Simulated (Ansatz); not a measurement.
System: GaH₃OS.

The calculation's input:

```
crystal:
  periodic: [false, false, false]
  atoms:
    - {symbol: O, position_ang: [-1.276429, -1.118680, 0.380827]}
    - {symbol: Ga, position_ang: [-0.084549, 0.720654, -0.627460]}
    - {symbol: S, position_ang: [0.761879, 0.807473, 1.560103]}
    - {symbol: H, position_ang: [-1.472648, -1.897664, -0.147171]}
    - {symbol: H, position_ang: [-0.667118, -1.390736, 1.078322]}
    - {symbol: H, position_ang: [1.886347, 1.426900, 1.166670]}
basis:
  gaussian: {orbitals: def2-TZVPP}
hamiltonian: {xc: pbe0, dispersion: d4}
output: {orbitals: {seedname: orbitals}}
```

Command:

```sh
ansatz run in.yaml --threads 2 --pin off --events-out ev --progress --plain --max-ram 4352MiB
```

Geometry: PBE0-D4/def2-TZVP.

Theory: RKS PBE0-D4/def2-TZVPP in Ansatz 0.2.0.

### What can the converged electron density and electron localisation function tell about the bonding?

Ga–S (2.35 Å): the density is about 0.55 e/Å³ at the midpoint; the ELF peaks at about 0.90 in the valence shell of S, 0.9 Å from its nucleus, and is about 0.65 at the midpoint.
S–H (1.34 Å): the density is about 1.5 e/Å³ at the midpoint; the ELF climbs to about 1 towards the hydrogen, as it does in any bond to H.

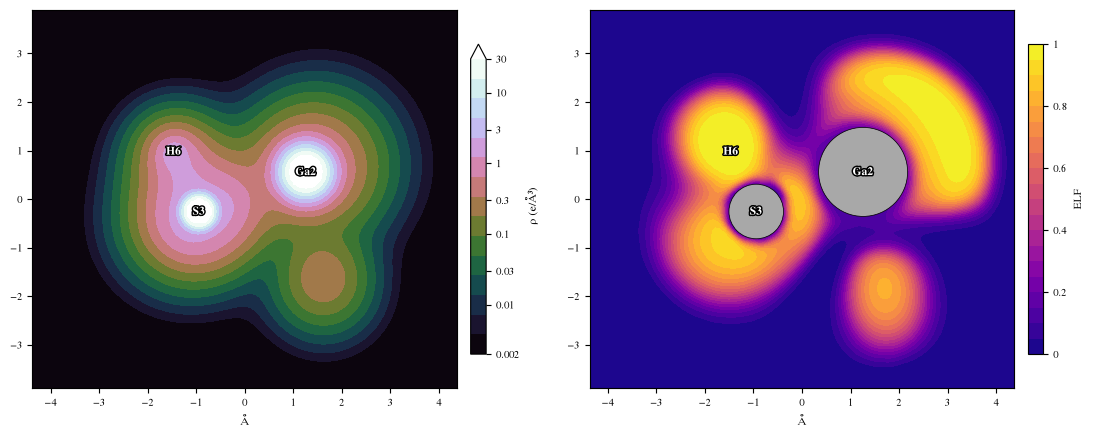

Computed electron density and electron localisation function on the plane of atoms Ga2, S3 and H6, in this order. Grey discs cover the atomic cores in the ELF map. 
